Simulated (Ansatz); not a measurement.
Starting cell, PbSe (rock salt):

```xyz
2
Lattice="0.0000 3.0890 3.0890 3.0890 0.0000 3.0890 3.0890 3.0890 0.0000" Properties=species:S:1:pos:R:3 pbc="T T T"
Se     0.0000     0.0000     0.0000
Pb     3.0890     3.0890     3.0890
```

In each cell atom 2 (Pb, nearest neighbour Se at 3.089 Å; its periodic images, 4.4 Å or more away, move with it) moves by s·(0.577, 0.577, 0.577) (along Cartesian [111]), the rest being held.

These are r2SCAN (plane waves to 500 eV, PAW, scalar-relativistic; Ansatz, an electronic-structure program) values and carry that method's errors. k mesh 8×8×8 (Γ-centred), Fermi-Dirac smearing 0.05 eV. Energies are smeared free energies. Compression counts positive. PbSe was relaxed with its symmetry unable to fall. Spin-orbit coupling is left out, though Pb is heavy. The zero of ΔE is the undisplaced structure.

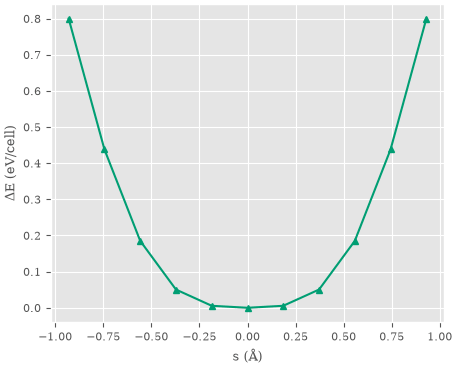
Figure. ΔE (eV/cell) against s (Å); computed points joined by lines.

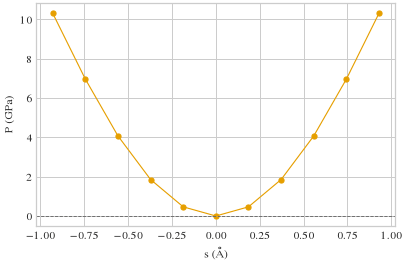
*P (GPa) against s (Å); one marker a computed point.*

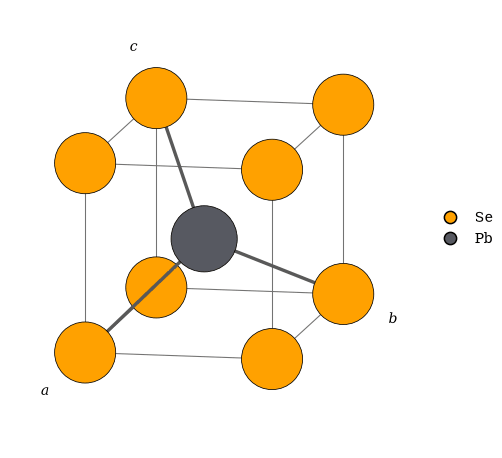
Figure: The cell of the calculation at s = -0.930 Å.

The force along the line at s = -0.930 Å comes out as 2.17 eV/Å and the energy at s = 0.930 Å is 800 meV/cell. Shape of the curve: a single well with its minimum at or next to zero displacement. Symmetry of the curve: even: the same for both signs.

With its periodic images moving along, the atom's site symmetry in this cell is m-3m.

(For displaced atoms, the force is minus the slope of the energy, and its curvature is a force constant, which sets phonon frequencies.)
